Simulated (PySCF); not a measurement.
# C₁₂H₁₂Ge (GePh2H2): what the fields show

The calculation's input:

```
{"job": {"kind": "uv", "xc": "CAM-B3LYP", "basis": "def2-SVPD", "ip": false, "nstates": 15}, "charge": 0, "multiplicity": 1}
Ge    -1.445669    -0.006221    -1.022822
C     -1.465829    -0.001442     0.925637
C     -1.420653     1.204027     1.638502
C     -1.389093     1.208590     3.032290
C     -1.402438     0.003915     3.734293
C     -1.449767    -1.203425     3.038618
C     -1.481736    -1.203865     1.644615
H     -1.411777     2.157661     1.102071
H     -1.355105     2.157490     3.573652
H     -1.378792     0.006183     4.826923
H     -1.463819    -2.150093     3.584665
H     -1.521871    -2.159184     1.112652
C      0.385960    -0.005466    -1.687006
C      1.075485    -1.208571    -1.887559
C      2.401316    -1.208272    -2.319205
C      3.057711    -0.001148    -2.557298
C      2.384216     1.204055    -2.363356
C      1.058410     1.199145    -1.931822
H      0.573542    -2.164244    -1.708527
H      2.924614    -2.155429    -2.472535
H      4.096318     0.000157    -2.897198
H      2.893242     2.152721    -2.551530
H      0.541794     2.153018    -1.788707
H     -2.157648     1.262584    -1.533133
H     -2.158350    -1.278426    -1.522619
```

Run with:

```sh
OMP_NUM_THREADS=2 python probes_run.py task.json out
```

Geometry: PBE0-D3(BJ)/def2-SVP.

Theory: CAM-B3LYP/def2-SVPD, SCF density, gas phase (PySCF 2.14.0).

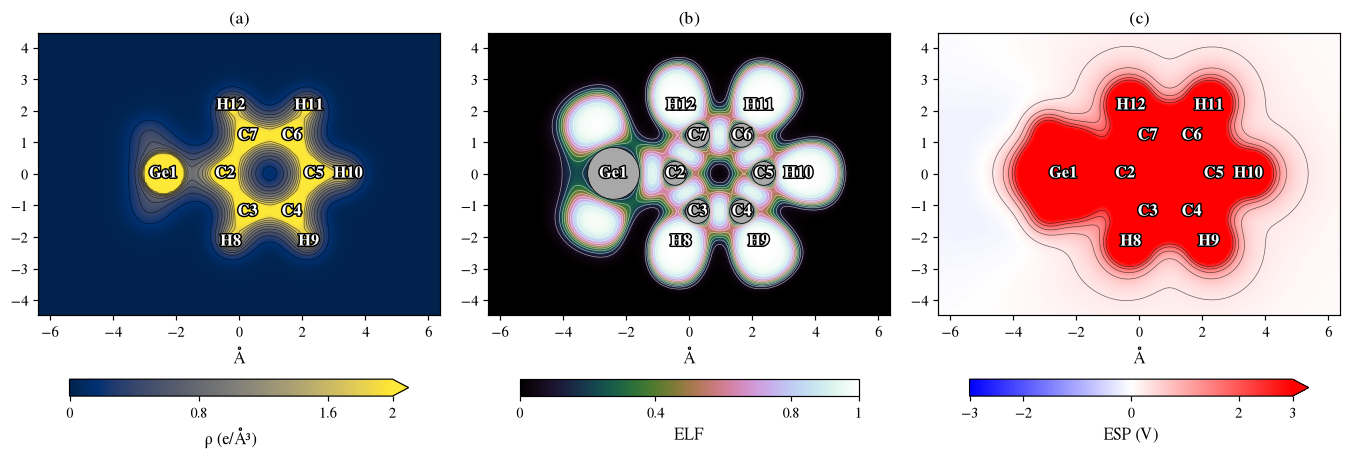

Figure 1. (a) total electron density; (b) ELF; (c) molecular electrostatic potential on the plane of atoms C5, C6 and H11. Grey discs cover the atomic cores in the ELF map.

**Describe what can be read from this map.**

- The section cuts through Ge, C and H sites.
- C–C (1.39 Å): ρ is about 2.1 e/Å³ halfway; the ELF peaks at about 0.95 between the atoms, as expected for a covalent bond.
- C–Ge (1.95 Å): the density is about 0.91 e/Å³ at the midpoint; the ELF peaks at about 0.95 in the valence shell of C, 0.7 Å from its nucleus, and is about 0.70 at the midpoint.
- C–H (1.09 Å): the density is about 2 e/Å³ at the midpoint; the ELF climbs to about 1 towards the hydrogen, as it does in any bond to H (an ordinary covalent bond to hydrogen).
- The potential has no marked negative region in this plane.

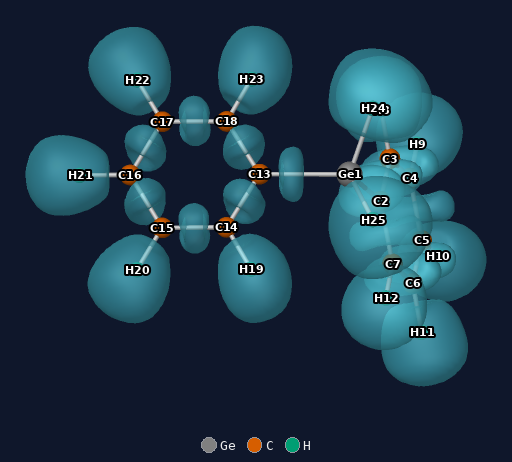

Figure 2. Isosurface of the electron localisation function at 0.75 (cyan), seen at a tilt. Only the valence region is drawn (cores and ρ < 0.01 e/Å³ removed).

**What do the ELF domains correspond to?**

At this value the surface marks out twelve regions between bonded C–C atoms (shared pairs), twelve regions around hydrogen nuclei and two lobes of the valence shell of C pointing towards Ge (polar bonds).

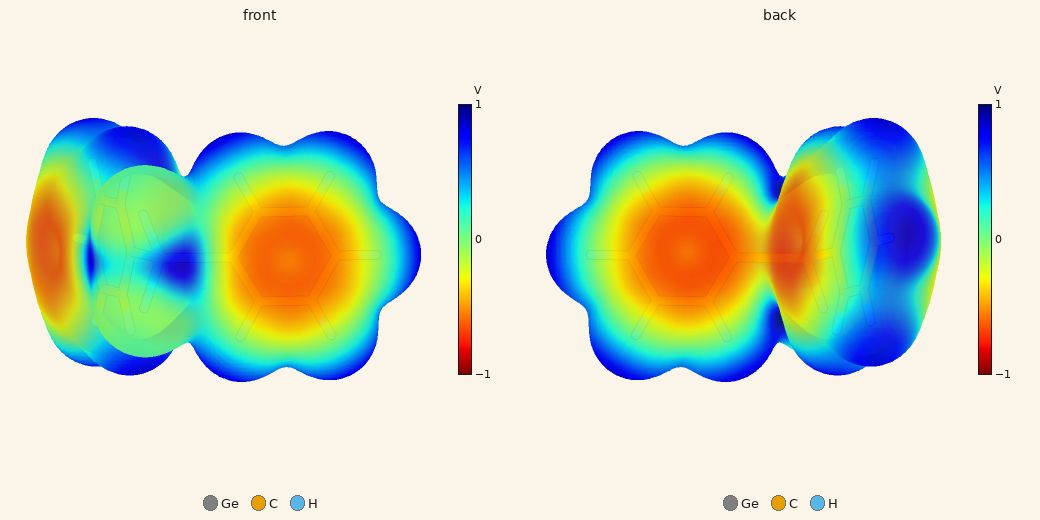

Figure 3. The molecular electrostatic potential painted on the density surface at 0.002 e/bohr³, seen from the front and from behind; red is negative and blue positive.

**Describe the electrostatic potential map.**

The most negative region (about −0.7 V) lies over the π face of the C atoms, the most positive (about +1.0 V) over Ge1.
